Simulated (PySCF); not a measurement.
**C3H7FOSi (SMILES FC/C=C\O[SiH3]): density, localisation and related maps**

```yaml
atoms:
  - { symbol: F, position_ang: [-3.2961, -1.4854, -0.3481] }
  - { symbol: C, position_ang: [-2.2106, -0.7336, -0.5805] }
  - { symbol: C, position_ang: [-1.8319, 0.0385, 0.6719] }
  - { symbol: C, position_ang: [-0.5719, 0.1380, 0.9151] }
  - { symbol: O, position_ang: [0.4691, -0.1703, 0.0343] }
  - { symbol: Si, position_ang: [1.9546, 0.3481, -0.3559] }
  - { symbol: H, position_ang: [-1.4722, -1.4153, -1.0490] }
  - { symbol: H, position_ang: [-2.4038, -0.0361, -1.3609] }
  - { symbol: H, position_ang: [-2.5166, 0.1309, 1.5421] }
  - { symbol: H, position_ang: [-0.1460, 0.3882, 1.8194] }
  - { symbol: H, position_ang: [2.4140, 1.1712, 0.9677] }
  - { symbol: H, position_ang: [1.8504, 1.3745, -1.4844] }
  - { symbol: H, position_ang: [2.7441, -0.8352, -0.6556] }
```

Geometry: GFN2-xTB, MD frame at 250 fs, 600 K.

The calculation used PBE0/pcSseg-1, SCF density, gas phase, non-relativistic (PySCF 2.14.0).

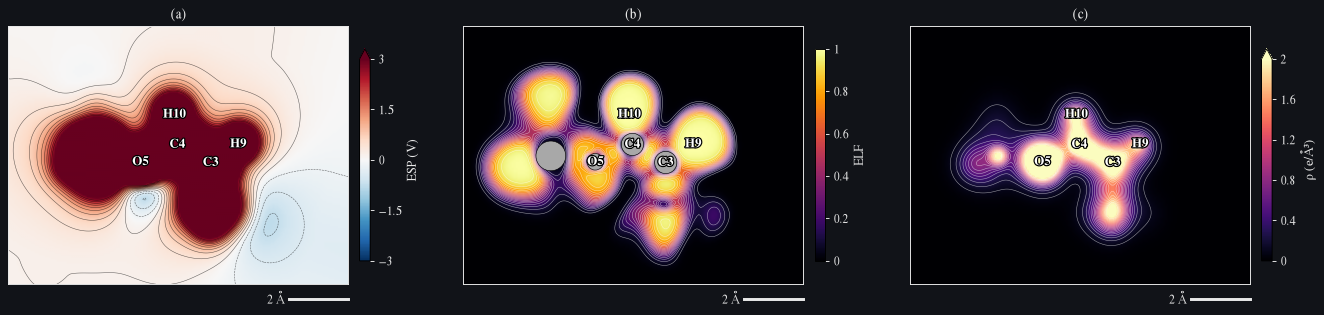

Figure 1. (a) electrostatic potential; (b) electron localisation function; (c) electron density on the plane of atoms C3, C4 and H10. Grey discs cover the atomic cores in the ELF map.

Q: What does the map show?

A: Atoms in the plane: C, O and H.
C–C (1.29 Å): the density is about 2.5 e/Å³ at the midpoint; the ELF peaks at about 0.95 between the atoms: a short, multiple covalent bond.
C–O (1.40 Å): the density is about 2 e/Å³ at the midpoint, with its minimum of 1.7 e/Å³ about 0.5 Å from C; the ELF peaks at about 0.90 between the atoms (a shared but strongly polarised pair).
C–H (1.03 Å): ρ at the midpoint is about 2.3 e/Å³; the ELF climbs to about 1 towards the hydrogen, as it does in any bond to H (a covalent bond by its length).
The ELF also peaks beside O5, away from the bonds: lone-pair regions.
Outside the dense part of the molecule the potential is most negative (−0.8 V) near F1, which lies off the plane.

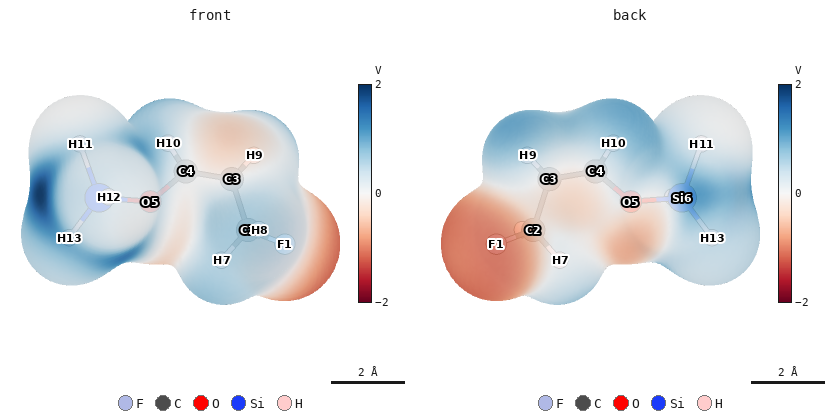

Figure 2. The electrostatic potential painted on the density surface at 0.002 e/bohr³, seen from the front and from behind; red is negative and blue positive.

Q: Describe the electrostatic potential map.

A: The most negative region (about −1.1 V) lies over F1, the most positive (about +1.9 V) over Si6.

Q: What dipole moment does the calculation give?

A: Its dipole moment is 1.99 D.
